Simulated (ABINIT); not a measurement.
# Quasiparticle gap of Cs2KYF6 (Fm-3m) in ABINIT, part 2 of 2

How does a plane-wave GW calculation on Cs2KYF6 (Fm-3m) run from the first input to the gap?

ABINIT 10.8.3; PBEsol and many-body steps on it, plane waves. Known limits of the many-body steps: not at the basis limit; no spin-orbit coupling; coarse k mesh.

So far. Step 2 (Ground state): The gap is direct, at Γ. Step 3 (Empty states on the mesh, 2×2×2 mesh, 257 bands): On this mesh the gap is 6.587 eV.

**4. Screening, 2×2×2 mesh, 235 bands, screening to 130.6 eV**

The RPA dielectric matrix is built and inverted for each q.

This step: RPA screening on PBEsol, plane waves, norm-conserving pseudopotentials.

run.abi

```
acell 3*1.0 Angstrom
rprim 
  0.000000000000 4.722500000000 4.722500000000
  4.722500000000 0.000000000000 4.722500000000
  4.722500000000 4.722500000000 -0.000000000000
ntypat 4
znucl 19 55 39 9
natom 10
typat 1 2 2 3 4 4 4 4 4 4
xred 
  0.500000000000 0.500000000000 0.500000000000
  0.250000000000 0.250000000000 0.250000000000
  0.750000000000 0.750000000000 0.750000000000
  0.000000000000 0.000000000000 0.000000000000
  0.775000000000 0.225000000000 0.225000000000
  0.225000000000 0.775000000000 0.225000000000
  0.225000000000 0.775000000000 0.775000000000
  0.775000000000 0.225000000000 0.775000000000
  0.225000000000 0.225000000000 0.775000000000
  0.775000000000 0.775000000000 0.225000000000
pp_dirpath "pseudos"
pseudos "K.upf, Cs.upf, Y.upf, F.upf"
ecut 36
ngkpt 2 2 2
nshiftk 1
shiftk 0 0 0
kptopt 1
chksymbreak 0
istwfk *1
occopt 1
irdwfk 1
optdriver 3
nband 235
ecuteps 4.8
inclvkb 2
awtr 1
symchi 1
indata_prefix "in"
outdata_prefix "out"
tmpdata_prefix "tmp"
```

Launch:

```
$ OMP_NUM_THREADS=1 mpirun -n 4 abinit run.abi > log
```

Numbers of over 12 decimals in the logs are rounded to 6 here.

The log of the run:

```text
.Version 10.8.3 of ABINIT. v10.8.2 released Aug 2026.

 Symmetries : space group Fm -3 m (#225); Bravais cF (face-center cubic)
[... echo of the input left out ...]
== DATASET  1 ==================================================================
-   mpi_nproc: 4, omp_nthreads: 1 (-1 if OMP is not activated)

--- !DatasetInfo
iteration_state: {dtset: 1, }
dimensions: {natom: 10, nkpt: 3, mband: 235, nsppol: 1, nspinor: 1, nspden: 1, mpw: 14668, }
cutoff_energies: {ecut:  36.0, pawecutdg:  -1.0, }
electrons: {nelect:   8.00000000E+01, charge:   0.00000000E+00, occopt:   1.00000000E+00, tsmear:   1.00000000E-02, }

 SCREENING: Calculation of the susceptibility and dielectric matrices

 Based on a program developped by R.W. Godby, V. Olevano, G. Onida, and L. Reining.
 Incorporated in ABINIT by V. Olevano, G.-M. Rignanese, and M. Torrent.
.Using double precision arithmetic ; gwpc =  8

[... cell and pseudopotentials left out ...]
--------------------------------------------------------------------------------

 ==== K-mesh for the wavefunctions ====
 Number of points in the irreducible wedge :     3
[... list of points left out ...]
 Together with 48 symmetry operations and time-reversal symmetry
 yields     8 points in the full Brillouin Zone.

 ==== Q-mesh for the screening function ====
 Number of points in the irreducible wedge :     3
[... list of points left out ...]
 Together with 48 symmetry operations and time-reversal symmetry
 yields     8 points in the full Brillouin Zone.

 setmesh: FFT mesh size selected  =    48x   48x   48
          total number of points  =       110592

 vcoul_init : cutoff-mode = AUXILIARY_FUNCTION
 q-points for optical limit:   1
     1)      0.000010    0.000020    0.000030

- screening: taking advantage of time-reversal symmetry
- Maximum band index for partially occupied states nbvw = 40
- Remaining bands to be divided among processors   nbcw = 195
- Number of bands treated by each node ~48

 Number of electrons calculated from density =   80.0000; Expected =   80.0000
 average of density, n =  0.056279
 r_s =    1.6188
 omega_plasma =   22.8839 [eV]

 calculating chi0 at frequencies [eV] :
  1    0.000000E+00    0.000000E+00
  2    0.000000E+00    2.288386E+01

--------------------------------------------------------------------------------
  q-point number  1        q = ( 0.000000, 0.000000, 0.000000) [r.l.u.]
--------------------------------------------------------------------------------
[... chi0 elements left out ...]
 For q-point:  0.000010 0.000020 0.000030
  dielectric constant =   2.1284
  dielectric constant without local fields =   2.4012

  Average fulfillment of the sum rule on Im[epsilon] for q-point    1 :     55.38  [%]
[... wings left out ...]
  q-point number  2        q = ( 0.500000, 0.000000, 0.000000) [r.l.u.]
--------------------------------------------------------------------------------
[... chi0 elements left out ...]
  Average fulfillment of the sum rule on Im[epsilon] for q-point    2 :     60.03  [%]

 [... 1 further q-points ...]
```

It took 4 min on 4 MPI ranks of Arm Neoverse V1, shared host; peak memory 3.7 GiB.

This step gave:

| Property | Result |
| --- | --- |
| ε∞ with local fields, on this mesh, along the program's q direction | 2.128 |
| the same without local fields | 2.401 |
| plasma frequency | 22.88 eV |
| plane waves in the screening matrix | 725 |

Local fields lower ε∞ by 11 %. On a Γ-centred mesh this coarse the value itself is usually too large, while a short band sum pulls it down.

**5. Self-energy, 2×2×2 mesh, 235 bands, screening to 130.6 eV**

The self-energy is evaluated for the states that the input lists, and the levels follow from it, in one-shot runs by the linearised quasiparticle equation.

This step: G0W0 on PBEsol, plane waves, norm-conserving pseudopotentials.

run.abi: that of step 4 with these lines changed.

```diff
@@ -31,8 +31,15 @@
 irdwfk 1
-optdriver 3
+optdriver 4
 nband 235
+gwcalctyp 0
+ecutsigx 36
+symsigma 1
+nkptgw 1
+kptgw 
+  0.0000000000 0.0000000000 0.0000000000
+bdgw 
+  38 43
 ecuteps 4.8
-inclvkb 2
-awtr 1
-symchi 1
+irdscr 1
+ppmodel 1
 indata_prefix "in"
```

The log of the run:

```text
.Version 10.8.3 of ABINIT. v10.8.2 released Aug 2026.

 Symmetries : space group Fm -3 m (#225); Bravais cF (face-center cubic)
[... echo of the input left out ...]
== DATASET  1 ==================================================================
-   mpi_nproc: 4, omp_nthreads: 1 (-1 if OMP is not activated)

--- !DatasetInfo
iteration_state: {dtset: 1, }
dimensions: {natom: 10, nkpt: 3, mband: 235, nsppol: 1, nspinor: 1, nspden: 1, mpw: 14668, }
cutoff_energies: {ecut:  36.0, pawecutdg:  -1.0, }
electrons: {nelect:   8.00000000E+01, charge:   0.00000000E+00, occopt:   1.00000000E+00, tsmear:   1.00000000E-02, }

 SIGMA: Calculation of the GW corrections

 Based on a program developped by R.W. Godby, V. Olevano, G. Onida, and L. Reining.
 Incorporated in ABINIT by V. Olevano, G.-M. Rignanese, and M. Torrent.
.Using double precision arithmetic ; gwpc =  8

[... cell and pseudopotentials left out ...]
--------------------------------------------------------------------------------

 ==== K-mesh for the wavefunctions ====
 Number of points in the irreducible wedge :     3
[... list of points left out ...]
 Together with 48 symmetry operations and time-reversal symmetry
 yields     8 points in the full Brillouin Zone.

 ==== Q-mesh for screening function ====
 Number of points in the irreducible wedge :     3
[... list of points left out ...]
 Together with 48 symmetry operations and time-reversal symmetry
 yields     8 points in the full Brillouin Zone.

 vcoul_init : cutoff-mode = AUXILIARY_FUNCTION
 q-points for optical limit:   1
     1)      0.000010    0.000020    0.000030
 setmesh: FFT mesh size selected  =    72x   72x   72
          total number of points  =       373248

 Number of electrons calculated from density =   80.0000; Expected =   80.0000
 average of density, n =  0.056279
 r_s =    1.6188
 omega_plasma =   22.8839 [eV]

 === KS Band Gaps ===
  >>>> For spin  1
   Minimum direct gap =   6.5866 [eV], located at k-point      :   0.0000  0.0000  0.0000
   Fundamental gap    =   6.5866 [eV], Top of valence bands at :   0.0000  0.0000  0.0000
                                       Bottom of conduction at :   0.0000  0.0000  0.0000
 SIGMA fundamental parameters:
 PLASMON POLE MODEL  1
 number of plane-waves for SigmaX                14649
 number of plane-waves for SigmaC and W            725
 number of plane-waves for wavefunctions         14649
 number of bands                                   235
 number of independent spin polarizations            1
 number of spinorial components                      1
 number of k-points in IBZ                           3
 number of q-points in IBZ                           3
 number of symmetry operations                      48
 number of k-points in BZ                            8
 number of q-points in BZ                            8
 number of frequencies for dSigma/dE                 9
 frequency step for dSigma/dE [eV]                0.25
 number of omega for Sigma on real axis              0
 max omega for Sigma on real axis  [eV]           0.00
 zcut for avoiding poles [eV]                     0.10

 EPSILON^-1 parameters (SCR file):
 dimension of the eps^-1 matrix on file            725
 dimension of the eps^-1 matrix used               725
 number of plane-waves for wavefunctions         14649
 number of bands                                   235
 number of q-points in IBZ                           3
 number of frequencies                               2
 number of real frequencies                          1
 number of imag frequencies                          1

 matrix elements of self-energy operator (all in [eV])

 Perturbative Calculation

--- !SelfEnergy_ee
iteration_state: {dtset: 1, }
kpoint     : [   0.000,    0.000,    0.000, ]
spin       : 1
KS_gap     :    6.587
QP_gap     :    9.649
Delta_QP_KS:    3.062
data: !SigmaeeData |
     Band     E0 <VxcDFT>   SigX SigC(E0)      Z dSigC/dE  Sig(E)    E-E0       E
       38  -0.166 -21.943 -29.273   5.194   0.799  -0.252 -23.649  -1.706  -1.872
       39  -0.166 -21.943 -29.273   5.194   0.799  -0.252 -23.649  -1.706  -1.872
       40  -0.166 -21.943 -29.273   5.194   0.799  -0.252 -23.649  -1.706  -1.872
       41   6.420  -8.046  -3.837  -2.692   0.894  -0.119  -6.690   1.356   7.777
       42   7.798  -7.813  -3.542  -2.623   0.893  -0.120  -6.341   1.472   9.270
       43   7.798  -7.813  -3.542  -2.623   0.893  -0.120  -6.341   1.472   9.270

== END DATASET(S) ==============================================================
================================================================================

 -outvars: echo values of variables after computation  --------
           etotal      0.0000000000E+00
            nband         235
             nkpt           3
          spgroup         225
 [... the other variables as echoed above ...]

 Calculation completed.
```

The job ended after 36 s (4 MPI ranks; peak memory 2.5 GiB; 2.4 min of CPU time).

Numbers from this step:

* G0W0 gap on the points computed: 9.649 eV
* starting gap on the mesh: 6.587 eV
* k of the valence top: 0, 0, 0
* k of the conduction bottom: 0, 0, 0
* Z at the valence top: 0.799
* Z at the conduction bottom: 0.894
* least direct G0W0 gap on the computed points: 9.649 eV

The gap on the mesh goes from 6.59 eV to 9.65 eV, a correction of +3.06 eV.

Limits: finite bands, cutoff and mesh; no spin-orbit coupling; coarse k mesh. v1 is the top filled band, c1 the lowest empty one. The levels before and after the correction (eV, zero at the valence-band top of each column):

```
           conduction bottom  valence top
Kohn-Sham               6.59         0.00
     G0W0               9.65         0.00
```

```
             level  energy (eV)
Kohn-Sham  Γ v3-v1        0.000
Kohn-Sham     Γ c1        6.587
Kohn-Sham  Γ c2-c3        7.965
     G0W0  Γ v3-v1        0.000
     G0W0     Γ c1        9.649
     G0W0  Γ c2-c3       11.142
```

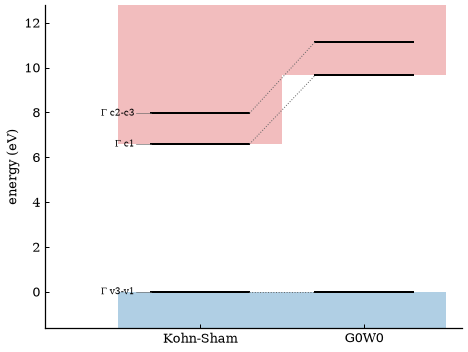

Levels before and after the correction. Shaded: valence and conduction bands.

**6. Where the time went**

Times are wall times on the hardware named with each run, good to a factor of about two.

| step | time | share | memory (GiB) |
| --- | --- | --- | --- |
| ground state | 2 min | 17 % | 0.69 |
| empty states on the mesh | 5 min | 43 % | 0.54 |
| screening | 4 min | 34 % | 3.7 |
| self-energy | 36 s | 5 % | 2.5 |

**7. Results**

- PBEsol gap: 6.59 eV, direct
- G0W0 gap on the mesh: 9.65 eV
- GW settings: 2×2×2 mesh, 235 bands, screening to 130.6 eV, Godby-Needs plasmon pole
- known limits: not at the basis limit; no spin-orbit coupling; coarse k mesh

G0W0 moves the gap on the mesh from 6.59 eV to 9.65 eV (+3.06 eV), with Z of 0.80 and 0.89 at the edges. Local fields lower the RPA ε∞ on this mesh from 2.40 to 2.13; a Γ-centred mesh this coarse tends to raise both, most where the direct gap is narrow, while a short band sum lowers them. Only 1 of the mesh's irreducible points was corrected, so a valley elsewhere could overtake. Bands and cutoff are finite, so the gap is not at the basis limit. The miss can reach some tenths of an eV and take either sign; the mesh is an error of its own. In the G0W0 run levels were corrected at 1 k point alone, so a gap called «on the mesh» is the least over those, and an edge elsewhere would be missed. The 2×2×2 mesh is coarse for this cell, which bears on the long-range parts of exchange and screening. The many-body steps are scalar-relativistic: spin-orbit coupling is not in them.

[Paths, hosts, dates, memory and timing lines, banners, echoed tables and standing remarks are left out of the program output.]

[Logs are printed without paths, hosts, clocks, repeated set-up lines and the standing remarks that a program may print on its own settings, such as how far it seeks lower states.]

[Runs of the session that timed out or met a known fault of the program may be left out.]

[Hosts, paths, dates, database ids (printed as entryN), source tags and the programs' standing remarks are cut or masked in the printed files.]

[G0W0 gaps are taken among the corrected bands and points alone; a level outside them can change the order at an edge.]

[Where Ansatz stands beside ABINIT at settings called matched, ABINIT's density can come from a denser mesh and the files from another edition; pairs whose starting gaps differed by over 0.03 eV were left out, so agreement reads better than it is.]
